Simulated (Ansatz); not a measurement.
# One shape, several levels: singlet GeH3O+

We compute a comparison of 6 runs (BLYP/STO-3G, revPBE/STO-3G, wB97M-V/STO-3G, CCSDT(Q)/STO-3G, CCSDT/STO-3G, CCSD(T)/STO-3G) of singlet GeH3O+. 

The calculation is run with Ansatz 0.2.0.

60 further runs of the same task are left out: 6 that didn't finish, 54 set aside as unsound or not needed.

### 1 Starting point

The species is GeH3O+ (5 atoms), meant as a singlet with charge +1. As SMILES of the parent species, `[OH][GeH2]`. The shape is that of a PBE0-D4/def2-TZVP optimisation. This is one conformer, not always the lowest. That shape belongs to the parent species and isn't relaxed for this state.

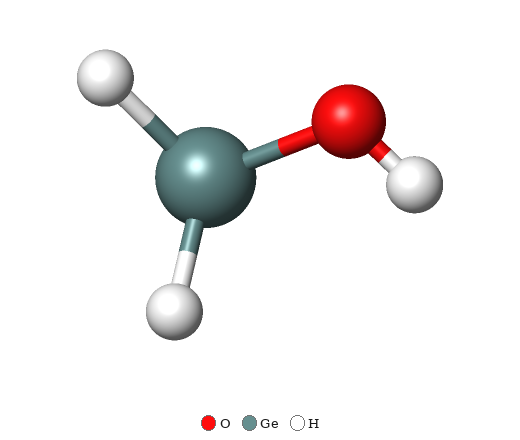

Viewed from a chosen angle; oxygen red, germanium teal, hydrogen white.

### 2 The energy at BLYP/STO-3G (run 1)

File run.yaml:

```yaml
basis:
  gaussian:
    orbitals: STO-3G
crystal:
  periodic: [false, false, false]
  atoms:
    - {symbol: O, position_ang: [0.355500, -1.075800, 0.460700]}
    - {symbol: Ge, position_ang: [-0.520100, 0.416100, 0.017700]}
    - {symbol: H, position_ang: [1.097400, -0.907600, 1.046500]}
    - {symbol: H, position_ang: [-1.396800, -0.014400, -1.180300]}
    - {symbol: H, position_ang: [0.513900, 1.508000, -0.385900]}
accuracy: high
hamiltonian:
  xc: {name: BLYP}
total_charge: 1
```

Run with:

```sh
$ ansatz run run.yaml --threads 1 --pin off --max-ram 2610MiB --events-out events.jsonl --progress --plain --runs-dir runs
```

Standard output:

```text
Warning: RAYON_NUM_THREADS=1 ignored (pool sized by the plan → 1); use --threads N
Functional definition: BLYP
  name "BLYP"
  parameter beta = 0.0042
  parameter a = 0.04918
  parameter b = 0.132
  parameter c = 0.2533
  parameter d = 0.349
  exchange = b88_x(beta = beta)
  correlation = lyp_c(a = a, b = b, c = c, d = d)
380 factors; integrals over basis functions are off by at most 4.2e-9 eV
mean field evaluation 1: about -57773.6773 eV, gradient 2.4e2 eV
mean field evaluation 2: about -57704.5913 eV, gradient 1.7e2 eV
mean field evaluation 4: about -57723.9921 eV, gradient 1.4e2 eV
mean field evaluation 8: about -57733.7959 eV, gradient 1.5e2 eV
mean field evaluation 16: about -57922.9646 eV, gradient 4.4e-1 eV
mean field -57922.94688398 eV, -2128.6290364027 hartree, gradient 1.6e-8 eV, S^2 0.000000; 0 other end points of the search recorded, 0 dependent functions left out
reference -57922.94692003 eV, -2128.6290377274 hartree; 21, 21 occupied and 5, 5 virtual orbitals, 380 factors
Total energy: -57922.94692003 eV, -2128.6290377274 hartree
```

It took 1.6 s on 1 thread of Arm Neoverse V1, shared host; peak memory 0.094 GiB.

### 3 The energy at revPBE/STO-3G (run 2)

File molecule.yaml:

```yaml
crystal:
  periodic: [false, false, false]
  atoms:
    - {symbol: O, position_ang: [0.355500, -1.075800, 0.460700]}
    - {symbol: Ge, position_ang: [-0.520100, 0.416100, 0.017700]}
    - {symbol: H, position_ang: [1.097400, -0.907600, 1.046500]}
    - {symbol: H, position_ang: [-1.396800, -0.014400, -1.180300]}
    - {symbol: H, position_ang: [0.513900, 1.508000, -0.385900]}
basis:
  gaussian:
    orbitals: STO-3G
total_charge: 1
hamiltonian:
  xc: {name: revPBE}
accuracy: high
```

Run with:

```sh
$ ansatz run molecule.yaml --threads 1 --pin off --max-ram 2610MiB --events-out events.jsonl --progress --plain --runs-dir runs
```

Standard output:

```text
Warning: RAYON_NUM_THREADS=1 ignored (pool sized by the plan → 1); use --threads N
Functional definition: revPBE
  name "revPBE"
  parameter kappa = 1.245
  parameter beta = 0.06672455060314922
  exchange = pbe_x(kappa = kappa, mu = beta*pi^2/3)
  correlation = pbe_c(beta = beta)
380 factors; integrals over basis functions are off by at most 4.2e-9 eV
mean field evaluation 1: about -57784.4174 eV, gradient 2.3e2 eV
mean field evaluation 2: about -57714.6211 eV, gradient 1.7e2 eV
mean field evaluation 4: about -57724.7006 eV, gradient 1.5e2 eV
mean field evaluation 8: about -57857.9133 eV, gradient 1.3e2 eV
mean field evaluation 16: about -57920.7225 eV, gradient 2.3e0 eV
mean field -57920.77351452 eV, -2128.5491665484 hartree, gradient 1.2e-8 eV, S^2 0.000000; 0 other end points of the search recorded, 0 dependent functions left out
reference -57920.77351684 eV, -2128.5491666336 hartree; 21, 21 occupied and 5, 5 virtual orbitals, 380 factors
Total energy: -57920.77351684 eV, -2128.5491666336 hartree
```

It took 1.6 s on 1 thread of Arm Neoverse V1, shared host; peak memory 0.093 GiB.

Run 3 isn't shown in full; the table further down has it.

### 4 The energy at CCSDT(Q)/STO-3G (run 4)

File in.yaml:

```yaml
crystal:
  periodic: [false, false, false]
  atoms:
    - {symbol: O, position_ang: [0.355500, -1.075800, 0.460700]}
    - {symbol: Ge, position_ang: [-0.520100, 0.416100, 0.017700]}
    - {symbol: H, position_ang: [1.097400, -0.907600, 1.046500]}
    - {symbol: H, position_ang: [-1.396800, -0.014400, -1.180300]}
    - {symbol: H, position_ang: [0.513900, 1.508000, -0.385900]}
basis:
  gaussian: {orbitals: STO-3G}
total_charge: 1
correlation: {method: ccsdt_q, frozen_orbitals: {Ge: 9, H: 0, O: 1}}
accuracy: high
scf: {omitted_lower_state_checks: [cluster_reference, increment]}
```

Run with:

```sh
$ ansatz run in.yaml --threads 1 --pin off --max-ram 2610MiB --events-out events.jsonl --progress --plain --runs-dir runs
```

Standard output:

```text
Warning: RAYON_NUM_THREADS=1 ignored (pool sized by the plan → 1); use --threads N
[... 11 lines left out ...]
10 core orbitals not correlated: weight in the atoms' cores, before any rotation towards them, 1.000 or more for the frozen orbitals, at most 0.000 for the correlated occupied ones
[... 37 lines left out ...]
Total energy: -57884.52906459 eV, -2127.2172075807 hartree
Checks for a lower state left out: cluster_reference, increment
```

Wall time 0.97 s (1 thread of Arm Neoverse V1, shared host).

Run 5 isn't shown in full; the table further down has it.

### 5 The energy at CCSD(T)/STO-3G (run 6)

File input.yaml:

```yaml
crystal:
  periodic: [false, false, false]
  atoms:
    - {symbol: O, position_ang: [0.355500, -1.075800, 0.460700]}
    - {symbol: Ge, position_ang: [-0.520100, 0.416100, 0.017700]}
    - {symbol: H, position_ang: [1.097400, -0.907600, 1.046500]}
    - {symbol: H, position_ang: [-1.396800, -0.014400, -1.180300]}
    - {symbol: H, position_ang: [0.513900, 1.508000, -0.385900]}
basis:
  gaussian:
    orbitals: STO-3G
scf:
  omitted_lower_state_checks: [cluster_reference, increment]
correlation:
  method: ccsd_t
  frozen_orbitals: {Ge: 9, H: 0, O: 1}
total_charge: 1
accuracy: high
```

Run with:

```sh
$ ansatz run input.yaml --threads 1 --pin off --max-ram 2610MiB --events-out events.jsonl --progress --plain --runs-dir runs
```

Standard output, shortened:

```text
Warning: RAYON_NUM_THREADS=1 ignored (pool sized by the plan → 1); use --threads N
Functional definition: HF
  name "HF"
[...]
380 factors; integrals over basis functions are off by at most 4.2e-9 eV
[...]
mean field -57880.68418912 eV, -2127.0759110134 hartree, gradient 1.6e-8 eV, S^2 0.000000; 0 other end points of the search recorded, 0 dependent functions left out; unrestricted orbitals would lower it
10 core orbitals not correlated: weight in the atoms' cores, before any rotation towards them, 1.000 or more for the frozen orbitals, at most 0.000 for the correlated occupied ones
reference -57880.68418912 eV, -2127.0759110134 hartree; 11, 11 occupied and 5, 5 virtual orbitals, 380 factors
second order -2.75789150 eV of doubles, -0.00000000 eV of singles
cycle   1  -3.00686673 eV  change   -2.5e-1 eV  update   1.5e-1
[...]
cycle  24  -3.57536922 eV  change    1.3e-9 eV  update   2.7e-9
perturbative correction -0.25143238 eV, -0.0092399695 hartree
Total energy: -57884.51099072 eV, -2127.2165433782 hartree
Checks for a lower state left out: cluster_reference, increment
```

Wall time 0.28 s (1 thread of Arm Neoverse V1, shared host).

### 6 Overview of the runs

| run | level | frozen core orbitals | energy (Eh) | wall time |
| --- | --- | --- | --- | --- |
| 1 | BLYP/STO-3G | – | -2128.629038 | 1.6 s |
| 2 | revPBE/STO-3G | – | -2128.549167 | 1.6 s |
| 3 | wB97M-V/STO-3G | – | -2128.813435 | 21 s |
| 4 | CCSDT(Q)/STO-3G | 10 | -2127.217208 | 0.97 s |
| 5 | CCSDT/STO-3G | 10 | -2127.217323 | 0.89 s |
| 6 | CCSD(T)/STO-3G | 10 | -2127.216543 | 0.28 s |

### 7 Summary of results

| quantity | value |
| --- | --- |
| run 6: total energy | -2127.21654 Eh |
| run 6: correlation energy (10 core orbitals frozen) | -140.6 mEh |
| run 6: (T) correction | -9.24 mEh |
| run 6: T1 diagnostic | 0.041 |

Totals of different functionals can't be ranked against each other. In run 6 the T1 diagnostic is large, so a single reference may not serve. In runs 4, 5, 6 the log says that unrestricted orbitals would lower the reference, so the values rest on an unstable closed-shell determinant (other closed-shell runs at this shape may share the fault). In runs 1, 2, 3, 4, 5, 6 the basis is minimal, so the values are rough. All runs together took 26 s, the longest 21 s.
